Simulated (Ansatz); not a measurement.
# BNH2O (SMILES BN=O): the electronic atomisation energy, rung by rung

BNH2O: 5 atoms, total charge 0, spin state singlet. SMILES: `BN=O`. The shape is that of a GFN2-xTB optimisation.

Each level gives the electronic atomisation energy (eV). The values are calculated. Electronic energies at fixed atoms, without zero-point motion or spin-orbit coupling.

```json
{"level": "revPBE/STO-3G", "kind": "GGA", "program": "Ansatz", "value (eV)": "20.46", "less FCI/STO-3G": "+4.44", "CPU time (all runs)": "1.6 s"}
{"level": "PBE0/STO-3G", "kind": "global hybrid", "program": "Ansatz", "value (eV)": "19.77", "less FCI/STO-3G": "+3.75", "CPU time (all runs)": "1.5 s"}
{"level": "HSE06/STO-3G", "kind": "range-separated hybrid", "program": "Ansatz", "value (eV)": "19.81", "less FCI/STO-3G": "+3.79", "CPU time (all runs)": "2.1 s"}
{"level": "B2PLYP/STO-3G", "kind": "double hybrid", "program": "Ansatz", "value (eV)": "18.21", "less FCI/STO-3G": "+2.19", "CPU time (all runs)": "1.9 s"}
{"level": "RPA@PBE/STO-3G", "kind": "RPA", "program": "Ansatz", "value (eV)": "15.43", "less FCI/STO-3G": "-0.59", "CPU time (all runs)": "2.4 s"}
{"level": "MP2/STO-3G", "kind": "perturbation theory", "program": "Ansatz", "value (eV)": "15.45", "less FCI/STO-3G": "-0.57", "CPU time (all runs)": "0.21 s"}
{"level": "CCSD(T)/STO-3G", "kind": "coupled cluster or CI", "program": "Ansatz", "value (eV)": "15.98", "less FCI/STO-3G": "-0.04", "CPU time (all runs)": "0.4 s"}
{"level": "FCI/STO-3G", "kind": "exact in the basis", "program": "Ansatz", "value (eV)": "16.02", "less FCI/STO-3G": "0.00", "CPU time (all runs)": "69 s"}
```

FCI/STO-3G is exact within its basis and frozen core, so for wave-function methods in that basis the difference is their error; functionals converge differently with the basis, so for them it is only a difference. The values span 15.43 to 20.46 eV. All rows use very small basis sets, so none should be taken for the real molecule's value. Times are those of the runs behind each value, whatever else they computed, on shared processors of several kinds: orders of magnitude only.

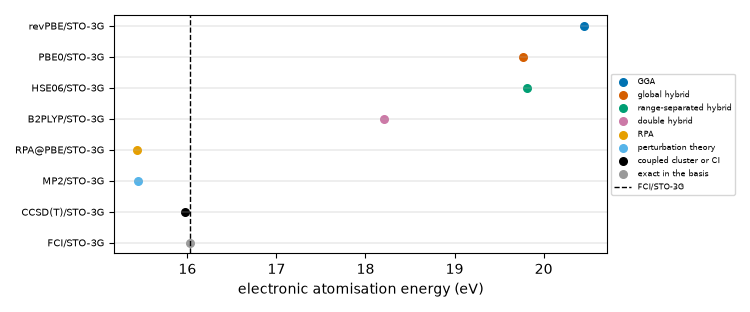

The values of the table, level by level.
